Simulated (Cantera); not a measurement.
Feed: 1 mol HBr, a varied amount of H2O, 1.4 mol H2, at 3000 K and 0.250 bar.

Equilibrium computed with Cantera from the NASA thermochemical tables; the gas is ideal and each condensed phase is pure. Candidate condensed phases: Br2, H2O; 12 gas species. The numbers say what is thermodynamically allowed, not how fast it happens.

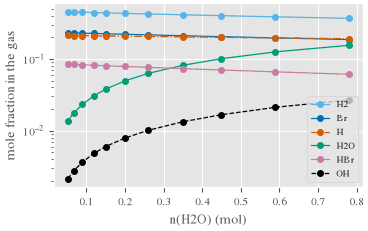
Fig. 1. Equilibrium gas composition (values under 1e-9 drawn at 1e-9)

From 0.052 mol H2O to 0.78 mol H2O nothing is condensed.
